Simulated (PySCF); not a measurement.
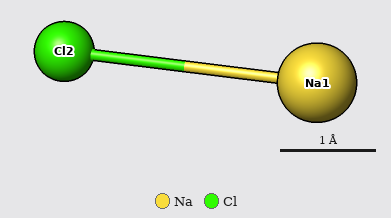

Fig. 1: The structure as given in the input (ball-and-stick view, seen at a tilt; atoms are numbered from 1 in the order of the input). Sticks mark near contacts.

Single-point calculation, with input and output: NaCl (charge +1)

The run: single-point calculation of NaCl, charge +1, multiplicity 2. Method and program: ROHF/cc-pvdz (PySCF 2.14.0).

Some settings of this run were made unusual or wrong on purpose.

Input file
```python
from pyscf import gto, scf

mol = gto.M(
    atom='Na 0 0 0; Cl 0 0 2.829',
    basis='cc-pvdz',
    charge=1,
    spin=1,
    verbose=4,
)
mf = scf.ROHF(mol)
mf = scf.addons.smearing_(mf, sigma=0.001, method='fermi')
mf.kernel()
mf.dip_moment()
print('orbital energies (hartree):', mf.mo_energy[..., max(0, mol.nelec[1]-3):mol.nelec[0]+3].round(4))
```

Launch command:
```bash
OMP_NUM_THREADS=1 python input.py
```

The program's output
```
PySCF version 2.14.0

[INPUT] verbose = 4
[INPUT] num. atoms = 2
[INPUT] num. electrons = 27
[INPUT] charge = 1
[INPUT] spin (= nelec alpha-beta = 2S) = 1
[INPUT] symmetry False subgroup None
[INPUT] Mole.unit = angstrom
[INPUT] Symbol           X                Y                Z      unit          X                Y                Z       unit  Magmom
[INPUT]  1 Na     0.000000000000   0.000000000000   0.000000000000 AA    0.000000000000   0.000000000000   0.000000000000 Bohr   0.0
[INPUT]  2 Cl     0.000000000000   0.000000000000   2.829000000000 AA    0.000000000000   0.000000000000   5.346035206395 Bohr   0.0

nuclear repulsion = 34.9791935107953
number of shells = 10
number of NR pGTOs = 82
number of NR cGTOs = 36
basis = cc-pvdz
ecp = {}

******** <class 'pyscf.scf.smearing.SmearingRHF'> ********
method = SmearingRHF
initial guess = minao
damping factor = 0
level_shift factor = 0
DIIS = <class 'pyscf.scf.diis.CDIIS'>
diis_start_cycle = 1
diis_space = 8
diis_damp = 0
SCF conv_tol = 1e-09
SCF conv_tol_grad = None
SCF max_cycles = 50
direct_scf = True
direct_scf_tol = 1e-13

WARN: Invalid number of electrons 27 for RHF method.

Set gradient conv threshold to 3.16228e-05
Initial guess from minao.
init E= -621.12633945621
    sigma = 0.001  Optimized mu = -0.444120493222  entropy = 2.24934593813
    Total E(T) = -620.962409323454  Free energy = -620.964658669392  E0 = -620.963533996423
cycle= 1 E= -620.962409323454  delta_E= 0.164  |g|= 0.0758  |ddm|= 0.629
    sigma = 0.001  Optimized mu = -0.602169632734  entropy = 2.24934057848
    Total E(T) = -620.966400548387  Free energy = -620.968649888966  E0 = -620.967525218677
cycle= 2 E= -620.966400548387  delta_E= -0.00399  |g|= 0.0204  |ddm|= 0.126
    sigma = 0.001  Optimized mu = -0.588490699645  entropy = 2.24934057848
    Total E(T) = -620.966638915235  Free energy = -620.968888255813  E0 = -620.967763585524
cycle= 3 E= -620.966638915235  delta_E= -0.000238  |g|= 0.00342  |ddm|= 0.0286
    sigma = 0.001  Optimized mu = -0.589056453687  entropy = 2.24934057848
    Total E(T) = -620.966661611538  Free energy = -620.968910952116  E0 = -620.967786281827
cycle= 4 E= -620.966661611538  delta_E= -2.27e-05  |g|= 0.000516  |ddm|= 0.0116
    sigma = 0.001  Optimized mu = -0.588861192231  entropy = 2.24934057841
    Total E(T) = -620.966662089834  Free energy = -620.968911430413  E0 = -620.967786760124
cycle= 5 E= -620.966662089834  delta_E= -4.78e-07  |g|= 0.000103  |ddm|= 0.002
    sigma = 0.001  Optimized mu = -0.588882451221  entropy = 2.24934024626
    Total E(T) = -620.966662132403  Free energy = -620.96891147265  E0 = -620.967786802526
cycle= 6 E= -620.966662132403  delta_E= -4.26e-08  |g|= 3.33e-05  |ddm|= 0.000487
    sigma = 0.001  Optimized mu = -0.588865991767  entropy = 2.24724065449
    Total E(T) = -620.966811604138  Free energy = -620.969058844792  E0 = -620.967935224465
cycle= 7 E= -620.966811604138  delta_E= -0.000149  |g|= 0.00174  |ddm|= 0.024
    sigma = 0.001  Optimized mu = -0.588865952327  entropy = 2.24934051066
    Total E(T) = -620.966662114626  Free energy = -620.968911455137  E0 = -620.967786784881
cycle= 8 E= -620.966662114626  delta_E= 0.000149  |g|= 1.03e-05  |ddm|= 0.0242
    sigma = 0.001  Optimized mu = -0.588867558338  entropy = 2.24934057845
    Total E(T) = -620.966662109814  Free energy = -620.968911450393  E0 = -620.967786780103
cycle= 9 E= -620.966662109814  delta_E= 4.81e-09  |g|= 4.13e-07  |ddm|= 0.000141
    sigma = 0.001  Optimized mu = -0.588867323821  entropy = 2.24934057847
    Total E(T) = -620.966662109813  Free energy = -620.968911450392  E0 = -620.967786780102
cycle= 10 E= -620.966662109813  delta_E= 1.14e-12  |g|= 3.85e-08  |ddm|= 2.42e-06
    sigma = 0.001  Optimized mu = -0.588867329362  entropy = 2.24934057676
    Total E(T) = -620.966662109935  Free energy = -620.968911450512  E0 = -620.967786780224
```

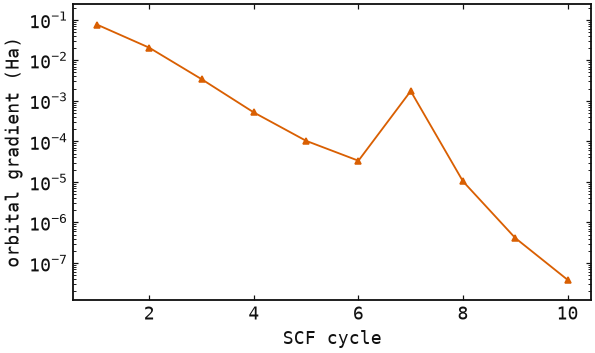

Fig. 2: Convergence of the self-consistent field: orbital gradient against the SCF cycle. The residual comes down, with one marked jump up, by a factor of about 50, at step 7.

```
Extra cycle  E= -620.966662109935  delta_E= -1.22e-10  |g|= 1.57e-06  |ddm|= 2.17e-05
converged SCF energy = -620.966662109935

WARN: System has nonzero charge 1; the dipole moment is origin-dependent.
Location of origin: [0. 0. 0.]

Dipole moment(X, Y, Z, Debye):  0.00000, -0.00000,  0.95758
orbital energies (hartree): [-1.2771 -0.7011 -0.59   -0.59   -0.1634 -0.1008 -0.1008]
```

What the run reported

- outcome: converged
- SCF energy: −620.966662 hartree
- hardware: 1 CPU thread, shared host
- wall time: 1.4 s

What went wrong

Some settings of this run were drawn to be unusual or wrong. It converged; results that depend on the unusual settings are not reference values. Notes on the run: Invalid number of electrons.
